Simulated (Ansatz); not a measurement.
BrF2GeHO···HF

Input

```
crystal:
  periodic: [false, false, false]
  atoms:
    - { symbol: Ge, position_ang: [0.0, 0.0, 0.0] }
    - { symbol: F, position_ang: [0.0, 0.0, 2.03] }
    - { symbol: F, position_ang: [1.5842, 0.0, -0.5594] }
    - { symbol: F, position_ang: [-0.7913, 1.3709, -0.5594] }
    - { symbol: O, position_ang: [-0.8337, -1.4443, -0.5894] }
    - { symbol: H, position_ang: [-1.2883, -1.91, 0.183] }
    - { symbol: Br, position_ang: [1.4092, -2.1399, 0.8514] }
    - { symbol: H, position_ang: [0.6522, -0.9904, 1.9769] }
basis:
  gaussian: { orbitals: def2-SVP }
hamiltonian:
  xc: pbe
  dispersion: d4
relax:
  f_tol: 0.15
  max_steps: 25
  restrain:
    - { distance: [0, 6], at: 2.4, k: 30.0 }
    - { distance: [7, 1], at: 0.92, k: 30.0 }
    - { distance: [0, 1], at: 2.88, k: 30.0 }
    - { distance: [7, 6], at: 2.75, k: 30.0 }
output:
  orbitals: {}
```

Launched as:

```sh
ansatz run input.yaml --threads 4 --pin off --max-ram 5120MiB --backend cpu --events-out ev --progress --plain --runs-dir out
```

The fields are those of the run's last geometry, not of the input's.

Not at a stationary point (largest force 0.7 eV/Å).

The calculation used RKS PBE-D4/def2-SVP (Ansatz 0.2.0).

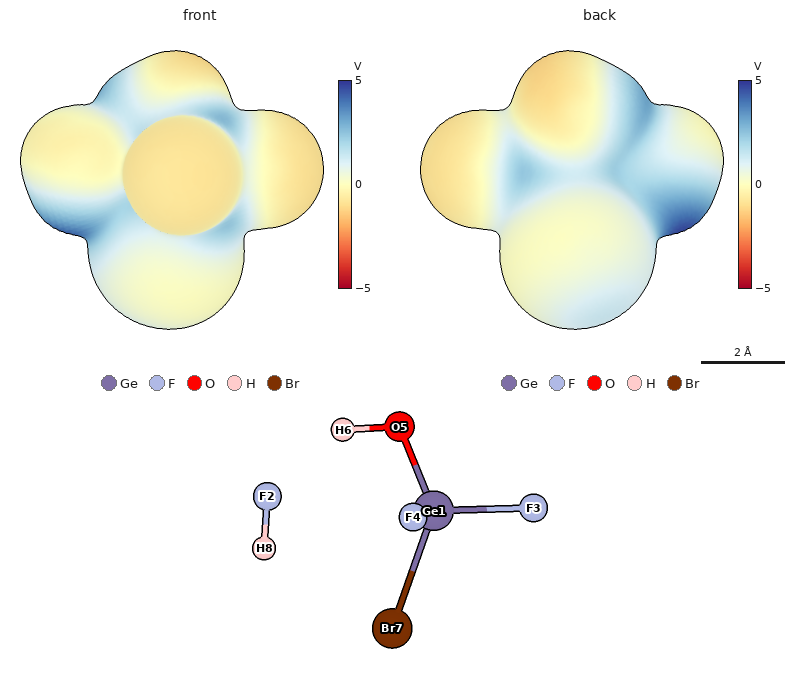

Figure 1. The electrostatic potential painted on the density surface at 0.004 e/bohr³, seen from the front and from behind; the colour scale runs from red (negative) to blue (positive). The bare structure is drawn below in the same view.

Q: Where is the surface potential most negative and most positive?

A: The most negative region (about −1.2 V) lies over O5, the most positive (about +4.4 V) over H8. Br7 shows a σ-hole: about +1.3 V at the tip opposite its bond, against about +0.7 V on its flanks. O5 is the likeliest acceptor of a hydrogen bond.

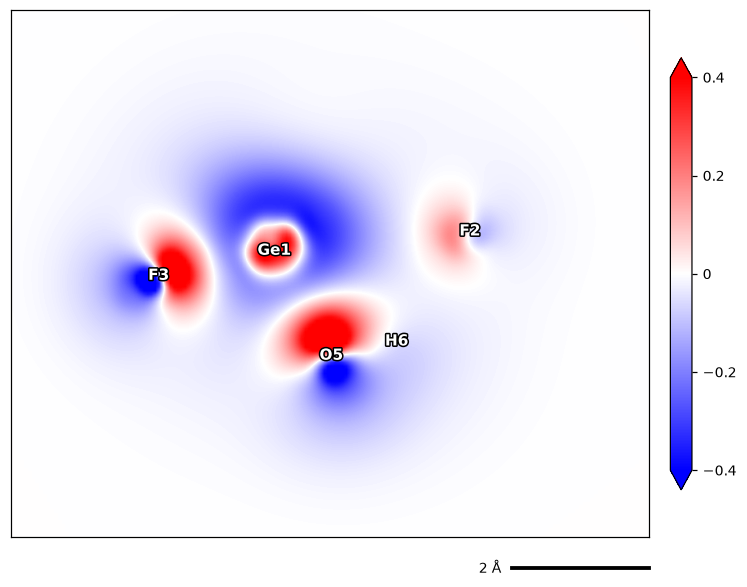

Figure 2. The LUMO on the plane of atoms F3, Ge1 and O5 (values in Å⁻³ᐟ²; the overall sign is arbitrary).

Q: Describe this orbital and give its energy.

A: By Hirshfeld shares it lies mainly on Ge1 (about 35 %), Br7 (about 30 %), O5 (about 10 %), F4 (about 10 %) and F3 (about 10 %). Its energy is −2.96 eV.

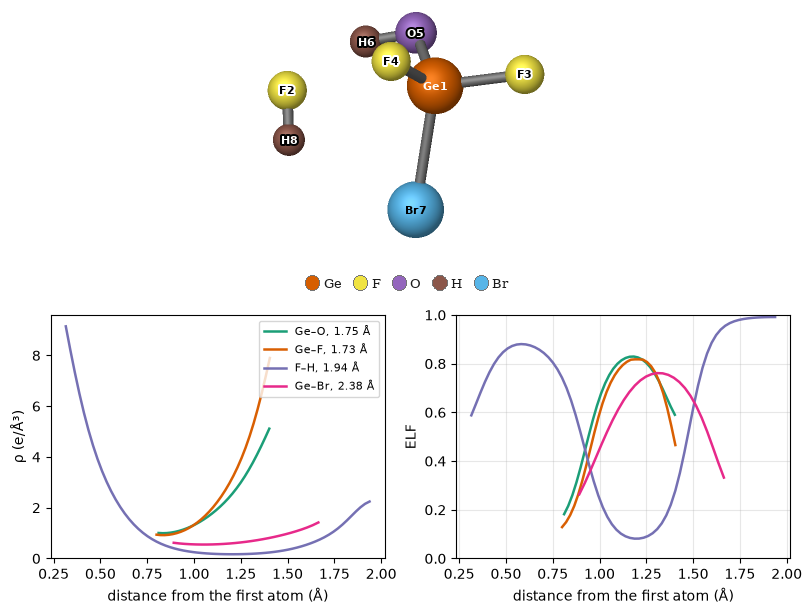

Figure 3. Total electron density and electron localisation function along straight lines between neighbouring atoms. The curves leave out the atomic cores. The structure is drawn too.

Q: What can be read from the curves?

A: Ge–O (1.75 Å): the density is about 1 e/Å³ at the midpoint; the ELF peaks at about 0.85 in the valence shell of O, 0.6 Å from its nucleus, and is about 0.30 at the midpoint.
Ge–F (1.73 Å): the density is about 0.93 e/Å³ at the midpoint; the ELF peaks at about 0.80 in the valence shell of F, 0.5 Å from its nucleus, and is about 0.20 at the midpoint.
F2···H6 (1.94 Å): the density falls to about 0.17 e/Å³ on the way; the ELF dips to about 0.10 between them; by its geometry a hydrogen bond between the two molecules, with no shared pair.
Ge–Br (2.38 Å): ρ at the midpoint is about 0.59 e/Å³; the ELF peaks at about 0.75 in the valence shell of Br, 1.1 Å from its nucleus, and is about 0.70 at the midpoint.

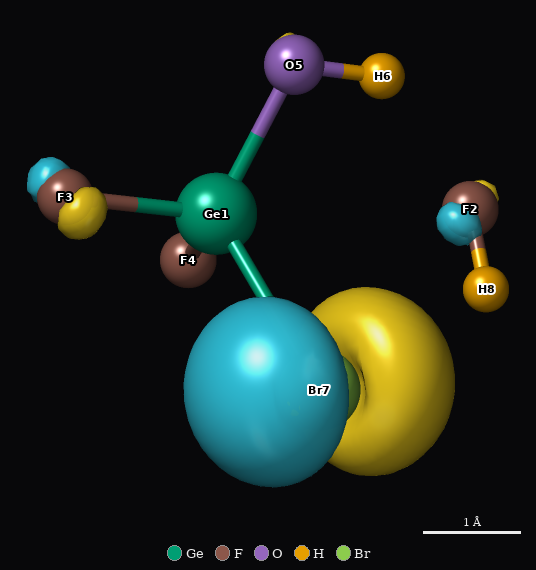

Figure 4. The HOMO−1 at ±0.2 Å⁻³ᐟ² (yellow and cyan are the two phases), seen at an oblique angle.

Q: What is the character of this orbital?

A: By Hirshfeld shares it lies mainly on Br7 (about 85 %); largely a lone pair of Br7. Its energy is −8.00 eV.
